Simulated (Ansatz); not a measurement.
## Electronic structure of FH2SeSi (SMILES F[SiH-][SeH]) (charge −1) in real space

Input file:

```
crystal:
  periodic: [false, false, false]
  atoms:
    - { symbol: F, position_ang: [-0.76453, -1.43572, 1.27846] }
    - { symbol: Si, position_ang: [-0.90997, -0.0622, 0.35705] }
    - { symbol: Se, position_ang: [1.52979, 0.70475, 0.11767] }
    - { symbol: H, position_ang: [-0.85347, -0.81504, -0.92773] }
    - { symbol: H, position_ang: [0.99819, 1.60821, -0.82545] }
total_charge: -1
basis:
  gaussian: { orbitals: def2-SVP }
hamiltonian:
  xc: b3lyp
relax:
  f_tol: 0.015
  max_steps: 40
output:
  orbitals: {}
```

Command:

```sh
ansatz run input.yaml --threads 1 --pin off --max-ram 2048MiB --backend cpu --events-out ev --progress --plain --runs-dir out
```

The fields are those of the relaxed geometry.

Method: RKS B3LYP/def2-SVP in Ansatz 0.2.0.

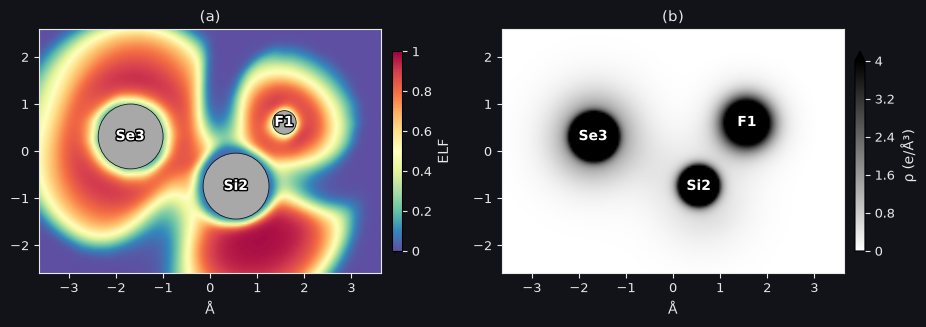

Figure 1. (a) ELF; (b) total electron density on the plane of atoms F1, Si2 and Se3. Grey discs cover the atomic cores in the ELF map.

Read the bonding off the picture.

Answer. The section cuts through F, Si and Se sites. Si–F (1.70 Å): the density is about 0.84 e/Å³ at the midpoint; the ELF peaks at about 0.85 in the valence shell of F, 0.6 Å from its nucleus, and is about 0.45 at the midpoint. Si–Se (2.47 Å): the density is about 0.5 e/Å³ at the midpoint, with its minimum of 0.42 e/Å³ about 0.9 Å from Si; the ELF peaks at about 0.85 between the atoms (a shared electron pair). The ELF also peaks beside Si2, Se3 and F1, away from the bonds: lone-pair regions.

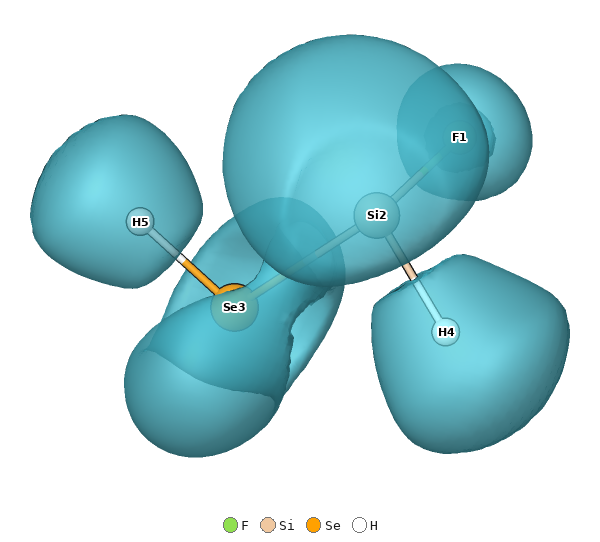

Figure 2. Isosurface of the electron localisation function at 0.75 (cyan), seen at a tilt. Core shells and regions of very low density are left out.

Describe the localisation domains.

Answer. The ELF exceeds this value in two regions around hydrogen nuclei, one region on Se in which the atom's valence shell and bonds are merged, one lobe on Si, pointing away from the bonds (lone pairs) and one region wrapped around F (its lone pairs, merged into a ring or cap).

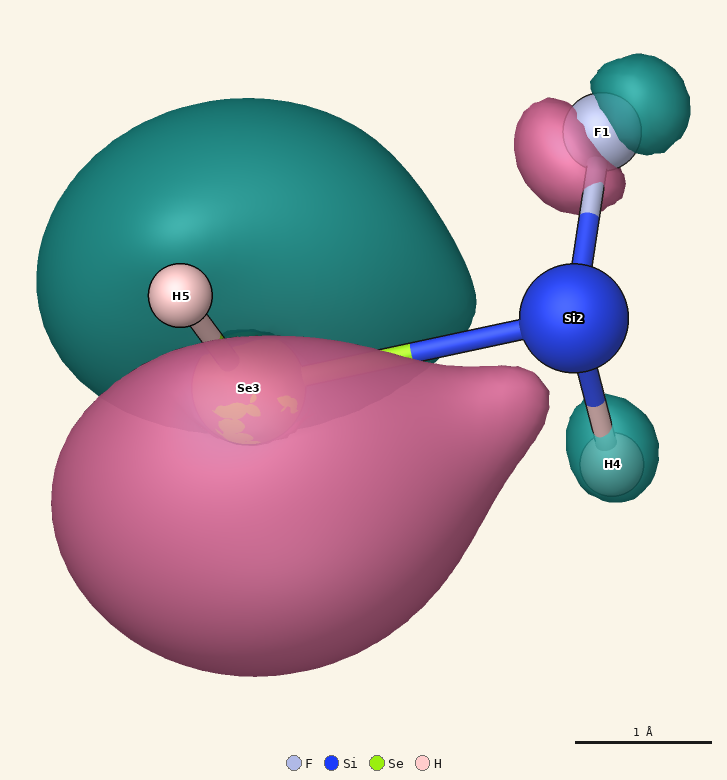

Figure 3. The HOMO−1 at ±0.08 Å⁻³ᐟ² (teal and pink are the two phases), seen at a tilt.

Where does this orbital lie, and at what energy?

Answer. It lies mainly on Se3 (about 90 %); largely a lone pair of Se3. Its energy is −1.19 eV.

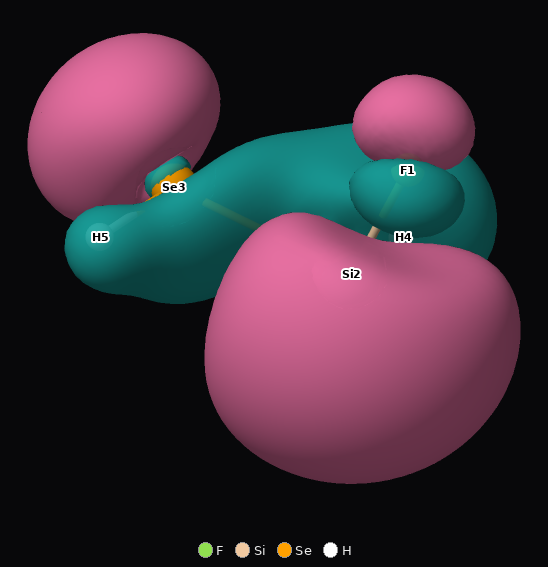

Figure 4. The HOMO at ±0.06 Å⁻³ᐟ² (teal and pink are the two phases), seen from one side.

What is the character of this orbital?

Answer. Its weight (Hirshfeld) is mainly on Si2 (about 65 %), Se3 (about 20 %), H4 (about 10 %) and F1 (about 10 %). Its energy is −0.07 eV.
